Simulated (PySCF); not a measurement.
Electron detachment energy of Ni⁻ ([Ar] 3d⁹ 4s² → [Ar] 3d⁸ 4s²). PySCF, ANO-RCC-VTZP, spin-free X2C-1e, unrestricted single determinants, no spin-orbit coupling. Methods marked “valence” freeze 18 core electrons.

By method:

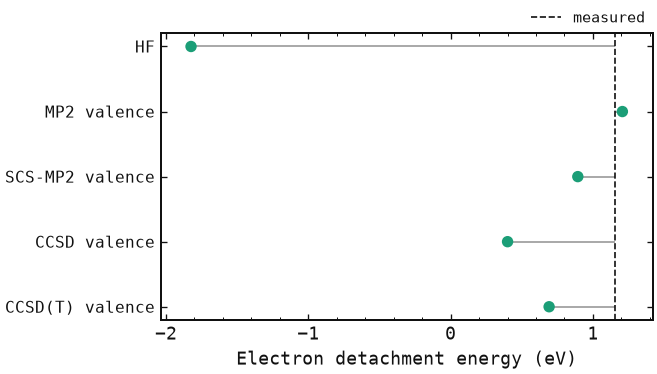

```json
{"Method": "HF", "Electron detachment energy (eV)": "−1.82"}
{"Method": "MP2 valence", "Electron detachment energy (eV)": "1.21"}
{"Method": "SCS-MP2 valence", "Electron detachment energy (eV)": "0.89"}
{"Method": "CCSD valence", "Electron detachment energy (eV)": "0.40"}
{"Method": "CCSD(T) valence", "Electron detachment energy (eV)": "0.69"}
```

The values run from −1.82 eV (HF) to 1.21 eV (MP2 valence). The measured value is 1.16 eV; nearest to it come MP2 valence (+0.05) and SCS-MP2 valence (−0.26), furthest HF (−2.98 eV). These values lack spin-orbit coupling; with the first-order correction of −0.052 eV added, MP2 valence comes nearest (−0.00).

Note: large single amplitudes.
